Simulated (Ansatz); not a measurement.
# Calculations on CH9BOSi2

## 1. Relaxation

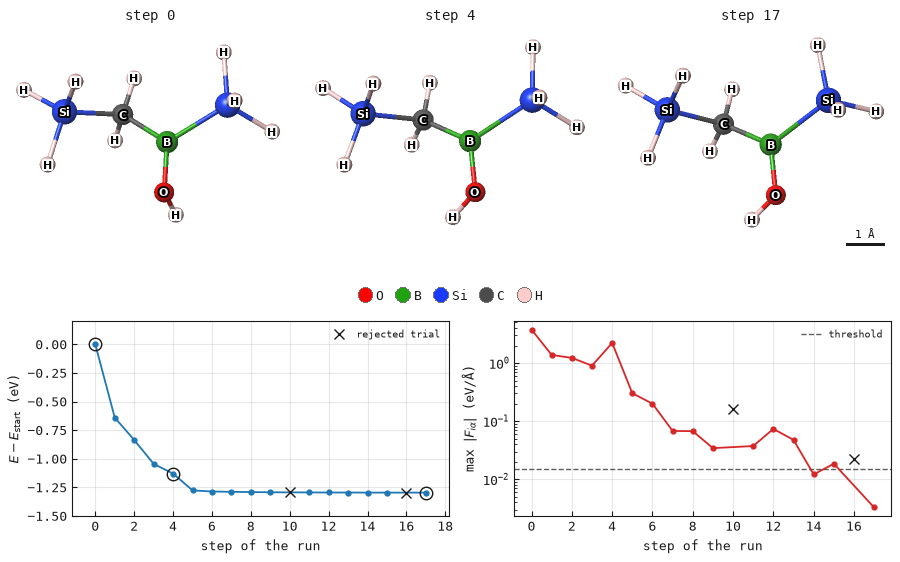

Frames of a relaxation of CH$_{9}$BOSi$_{2}$, marked on the history of the run. The picture is a ball-and-stick view, seen at a tilt.

The run prepares an end point of a later path (torsion) calculation, from a guessed geometry.

The calculation used Ansatz, RHF/6-31G.

The input:
```yaml
crystal:
  periodic: [false, false, false]
  atoms:
    - { symbol: O, position_ang: [-1.0196, 0.4721, 1.6067] }
    - { symbol: B, position_ang: [-0.3272, -0.2797, 0.6192] }
    - { symbol: Si, position_ang: [0.849, -1.6672, 1.2273] }
    - { symbol: C, position_ang: [-0.4339, 0.005, -0.9404] }
    - { symbol: Si, position_ang: [0.0788, 1.7112, -1.3754] }
    - { symbol: H, position_ang: [-1.9128, 0.0339, 1.7309] }
    - { symbol: H, position_ang: [1.948, -1.0657, 2.0937] }
    - { symbol: H, position_ang: [1.5504, -2.3122, 0.0818] }
    - { symbol: H, position_ang: [0.1262, -2.641, 2.0618] }
    - { symbol: H, position_ang: [0.0834, -0.7362, -1.5035] }
    - { symbol: H, position_ang: [-1.5903, -0.1061, -1.1818] }
    - { symbol: H, position_ang: [1.518, 1.861, -0.9905] }
    - { symbol: H, position_ang: [-0.7606, 2.7312, -0.6197] }
    - { symbol: H, position_ang: [-0.1222, 1.9643, -2.7813] }
basis:
  gaussian: { orbitals: "6-31G" }
hamiltonian:
  xc: hf
relax:
  f_tol: 0.015
  max_steps: 40
output:
  orbitals: {}
```

Run as
```bash
ansatz run input.yaml --threads 1 --pin off --max-ram 2048MiB --backend cpu --events-out ev --progress --plain --runs-dir out
```

> Describe the path.

The atom that moves furthest after the best rigid fit is H6 (0.66 Å). Largest moves by element: H 0.66 Å, O 0.48 Å, C 0.31 Å, Si 0.21 Å, B 0.20 Å. Near-neighbour distances that change, for instance: B2–Si3 1.918 → 2.058 Å, C4–Si5 1.834 → 1.935 Å, C4–H11 1.187 → 1.090 Å, O1–H6 1.003 → 0.950 Å. Bond angles that change, for instance: B2–O1–H6 106.8° → 122.5°, B2–C4–H11 104.4° → 111.9°, Si5–C4–H10 112.7° → 106.6°. Groups turn about O1–B2 by about 85°, B2–C4 by about 25°. Over 15 accepted moves (17 points after the start) the energy falls by 1.295 eV. The largest force component goes from 3.8 to 0.0033 eV/Å. The line search rejected the trial steps at points 10, 16 of the run. The run took 70 s on 1 thread of Intel(R) Xeon(R) Platinum 8488C (Sapphire Rapids) (shared host), peak memory 0.17 GiB. From step 0 to 4: H6 moves most (0.61 Å), energy −1.129 eV. From step 4 to 17: H8 moves most (0.56 Å), energy −0.166 eV.

## 2. Relaxation

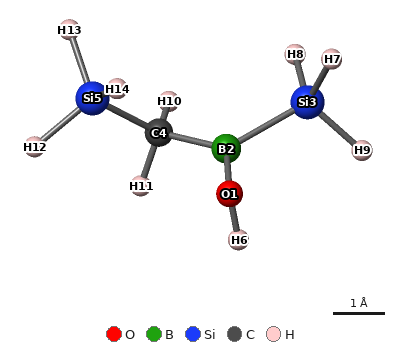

This is the input geometry for a relaxation of CH9BOSi2. Style: ball-and-stick. Shown at a tilt.

The run prepares an end point of a later path (torsion) calculation, from a guessed geometry.

The calculation used RHF/6-31G in Ansatz 0.2.0.

Input
```yaml
crystal:
  periodic: [false, false, false]
  atoms:
    - { symbol: O, position_ang: [-1.0196, 0.4721, 1.6067] }
    - { symbol: B, position_ang: [-0.3272, -0.2797, 0.6192] }
    - { symbol: Si, position_ang: [0.849, -1.6672, 1.2273] }
    - { symbol: C, position_ang: [-0.4339, 0.005, -0.9404] }
    - { symbol: Si, position_ang: [0.0788, 1.7112, -1.3754] }
    - { symbol: H, position_ang: [-1.9128, 0.0339, 1.7309] }
    - { symbol: H, position_ang: [1.948, -1.0657, 2.0937] }
    - { symbol: H, position_ang: [1.5504, -2.3122, 0.0818] }
    - { symbol: H, position_ang: [0.1262, -2.641, 2.0618] }
    - { symbol: H, position_ang: [0.0834, -0.7362, -1.5035] }
    - { symbol: H, position_ang: [-1.5903, -0.1061, -1.1818] }
    - { symbol: H, position_ang: [-1.10855, 2.39952, -1.97398] }
    - { symbol: H, position_ang: [1.21737, 1.68679, -2.38493] }
    - { symbol: H, position_ang: [0.5665, 2.41221, -0.21275] }
basis:
  gaussian: { orbitals: "6-31G" }
hamiltonian:
  xc: hf
relax:
  f_tol: 0.015
  max_steps: 40
```

Run as
```bash
ansatz run input.yaml --threads 1 --pin off --max-ram 2048MiB --backend cpu --events-out ev --progress --plain --runs-dir out
```

Where does the relaxation end?

After 26 accepted moves (28 points after the start) the energy has fallen by 31.1 kcal/mol. Largest force component: 3.6 eV/Å at the start, 0.0085 eV/Å at the end. The line search rejected the trial steps at points 17, 23 of the run. The forces were under the threshold at step 24, but the run went on from there. H14 moves most after the best rigid fit: 1.40 Å. Largest moves by element: H 1.40 Å, O 0.61 Å, Si 0.26 Å, B 0.23 Å, C 0.20 Å. Among the contacts that change: B2–Si3 1.918 → 2.058 Å, C4–Si5 1.834 → 1.935 Å, C4–H11 1.187 → 1.090 Å, O1–H6 1.003 → 0.950 Å. Among the angles between lasting bonds that change: B2–O1–H6 106.8° → 122.5°, B2–C4–H11 104.4° → 111.8°, Si5–C4–H10 112.7° → 106.7°. Groups turn about O1–B2 by about 85°, C4–Si5 by about 55°, B2–C4 by about 20°.

The structure at the end:

```xyz
14

O    -1.4230    0.0371    1.4810
B    -0.4999   -0.4317    0.5720
Si    1.0042   -1.5639    1.4023
C    -0.6154   -0.0856   -0.9565
Si    0.1783    1.6263   -1.3857
H    -2.1757    0.5567    1.2222
H     1.5849   -0.9116    2.6169
H     2.1238   -1.8127    0.4357
H     0.4695   -2.9025    1.8139
H    -0.1148   -0.8255   -1.5739
H    -1.6546   -0.0377   -1.2832
H    -0.6144    2.7251   -0.7547
H     0.1854    1.8307   -2.8628
H     1.5790    1.7080   -0.8785
```

The end point in the same view:

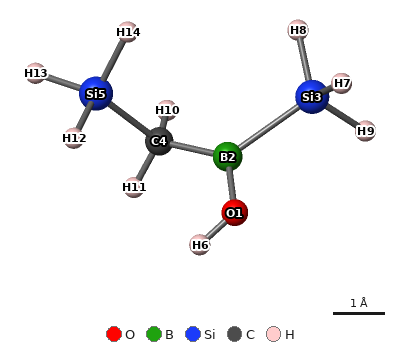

## 3. Path

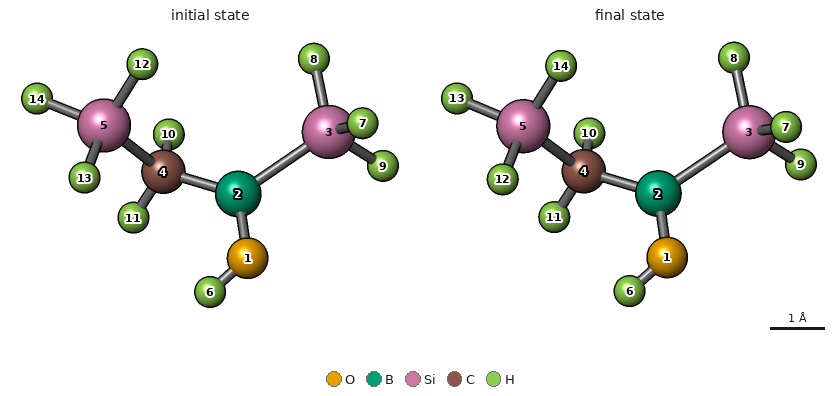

The two relaxed end points of a path for CH$_{9}$BOSi$_{2}$. A ball-and-stick model, seen face on.

Level of theory: RHF/6-31G (Ansatz).

Input
```yaml
crystal:
  periodic: [false, false, false]
  atoms:
    - { symbol: O, position_ang: [-1.269323, 0.071733, 1.641179] }
    - { symbol: B, position_ang: [-0.475369, -0.415194, 0.625879] }
    - { symbol: Si, position_ang: [1.050096, -1.63993, 1.264705] }
    - { symbol: C, position_ang: [-0.732833, -0.016564, -0.87177] }
    - { symbol: Si, position_ang: [0.141627, 1.641961, -1.351695] }
    - { symbol: H, position_ang: [-2.015143, 0.638067, 1.47862] }
    - { symbol: H, position_ang: [1.846047, -1.003877, 2.360864] }
    - { symbol: H, position_ang: [1.998255, -1.989799, 0.156181] }
    - { symbol: H, position_ang: [0.49233, -2.92654, 1.793527] }
    - { symbol: H, position_ang: [-0.361136, -0.773441, -1.556217] }
    - { symbol: H, position_ang: [-1.794502, 0.118466, -1.079808] }
    - { symbol: H, position_ang: [1.595864, 1.592242, -1.020252] }
    - { symbol: H, position_ang: [-0.475042, 2.776913, -0.59927] }
    - { symbol: H, position_ang: [-0.013669, 1.896566, -2.813141] }
basis:
  gaussian: { orbitals: "6-31G" }
hamiltonian:
  xc: hf
neb:
  order_check: false
  images: 7
  f_tol: 0.05
  max_iterations: 39
  initial_path: idpp
  final_atoms:
    - { symbol: O, position_ang: [-1.012054, 0.15727459, 1.79374476] }
    - { symbol: B, position_ang: [-0.40625718, -0.38507256, 0.6814684] }
    - { symbol: Si, position_ang: [1.07440719, -1.74923286, 1.10609101] }
    - { symbol: C, position_ang: [-0.82903026, 0.04979073, -0.76820364] }
    - { symbol: Si, position_ang: [0.07632662, 1.65896078, -1.34762209] }
    - { symbol: H, position_ang: [-1.72261329, 0.78555779, 1.73254055] }
    - { symbol: H, position_ang: [2.01236493, -1.24268669, 2.15558842] }
    - { symbol: H, position_ang: [1.88681474, -2.09725619, -0.10577432] }
    - { symbol: H, position_ang: [0.46703804, -3.0229178, 1.61215455] }
    - { symbol: H, position_ang: [-0.59907568, -0.71873073, -1.50014237] }
    - { symbol: H, position_ang: [-1.89822598, 0.25309762, -0.83409054] }
    - { symbol: H, position_ang: [-0.38005546, 2.82115353, -0.52608] }
    - { symbol: H, position_ang: [-0.23661353, 1.93447468, -2.77933727] }
    - { symbol: H, position_ang: [1.55417585, 1.52619012, -1.19153545] }
```

Launched with:
```bash
ansatz run input.yaml --threads 1 --pin off --max-ram 2048MiB --backend cpu --events-out ev --progress --plain --runs-dir out
```

> What barrier does the band find between them, and by what path?

The barrier is about 4.36 kJ/mol in both directions, with image 4 at the top; the ends have the same energy. The motion is a rotation about the C4–Si5 bond by about 120°. No bond forms or breaks between the ends. The band converged in 10 iterations, with a climbing image at the top. At the top, the vibrational analysis gives one imaginary mode (100i cm⁻¹), as a transition state must have.

Energies of the converged images:

```tsv
image	path (Å)	E (kJ/mol)
0	0.00	0.00
1	0.59	0.62
2	1.19	2.27
3	1.78	3.90
4	2.37	4.36
5	3.01	3.66
6	3.65	1.94
7	4.28	0.50
8	4.92	0.00
```

The geometry at the top of the path:

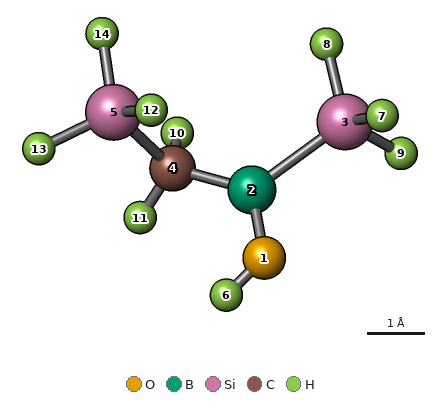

Cost: 4 min on 1 thread of Intel(R) Xeon(R) Platinum 8488C (Sapphire Rapids), with other jobs on the host, peak memory 0.17 GiB.
